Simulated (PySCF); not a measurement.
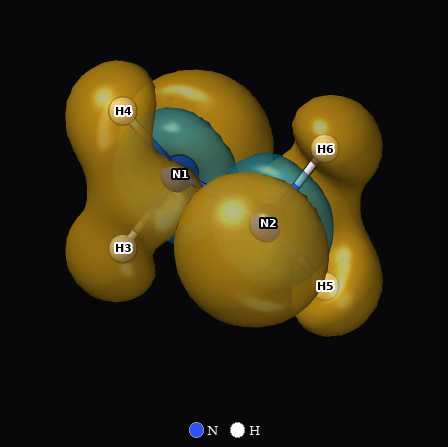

Figure. H4N2, SMILES `NN`. Fukui function f⁻ = ρ(N) − ρ(N−1) at fixed geometry, surfaces at ±0.04 e/Å³ (yellow positive, teal negative).

Level of theory: CAM-B3LYP/def2-SVP (PySCF), at a geometry from GFN2-xTB. No frequency check shows the geometry to be a minimum.

Input script:

```python
import numpy as np
from pyscf import gto, scf, dft
from pyscf.scf import atom_ks, atom_hf
from scipy.linalg import block_diag

def solve(mol, dm0=None, hcore=None):
    mf = (dft.UKS if mol.spin else dft.RKS)(mol, xc='camb3lyp')
    mf.grids.level = 3
    mf = mf.density_fit(auxbasis='def2-universal-jkfit')
    mf.conv_tol, mf.max_cycle = 1e-8, 80
    if hcore is not None:
        mf.get_hcore = lambda *args: hcore
    mf.kernel(dm0)
    if not mf.converged:
        mf = mf.newton().run(mf.mo_coeff, mf.mo_occ, max_cycle=30)
    assert mf.converged, 'SCF not converged'
    return mf

mol = gto.M(atom='''
N      0.71839    -0.00001    -0.14643
N     -0.71839    -0.00001     0.14643
H      1.09620     0.81489     0.33586
H      1.09620    -0.81485     0.33586
H     -1.09620     0.81489    -0.33586
H     -1.09620    -0.81485    -0.33586
''', basis='def2-svp', charge=0, spin=0, verbose=4)
mf = solve(mol)
out = dict(e0=mf.e_tot, dm0=mf.make_rdm1(), c=mf.mo_coeff, occ=mf.mo_occ, eps=mf.mo_energy)
for name, dq, spin in [('cation', 1, 1), ('anion', -1, 1)]:
    ion = mol.copy().set(charge=mol.charge + dq, spin=spin).build()
    mi = solve(ion)
    if spin and dq > 0 and mol.nao < 130:
        c, _, stable, _ = mi.stability(return_status=True)
        if not stable:
            mi = solve(ion, mi.make_rdm1(c, mi.mo_occ))
    print(name, 'vertical energy change / eV', (mi.e_tot - mf.e_tot) * 27.211386)
    out.update({'e_' + name: mi.e_tot, 'dm_' + name: mi.make_rdm1(), 's2_' + name: mi.spin_square()[0], 'eps_' + name: mi.mo_energy, 'occ_' + name: mi.mo_occ})
# spherically averaged free atoms, for the promolecule
atm = atom_ks.get_atm_nrks(mol, xc='camb3lyp')
pro = block_diag(*[(atm[a[0]][2] * atm[a[0]][3]) @ atm[a[0]][2].T for a in mol._atom])
np.savez('result.npz', pro=pro, **out)
```

Command:

```sh
OMP_NUM_THREADS=1 python input.py
```

The run took 41 s on 1 thread of Arm Neoverse V1 (shared host), peak memory 0.32 GiB.

Partitions, critical points and surface values were worked out afterwards from this run's density.

> On which atoms does the density change most on removal of an electron?

f⁻ (Hirshfeld-condensed) is largest on N1 and N2 (0.30 each); the vertical ionisation energy is 8.46 eV. Condensed values hint at sites of electrophilic attack but needn't mark the atom that reacts. Orbital relaxation makes it negative in places (0.16 e in all).

| atom | f⁻ | charge |
| --- | --- | --- |
| N1 | +0.30 | −0.22 |
| N2 | +0.30 | −0.22 |
| H3 | +0.10 | +0.11 |
| H4 | +0.10 | +0.11 |
| H5 | +0.10 | +0.11 |
| H6 | +0.10 | +0.11 |
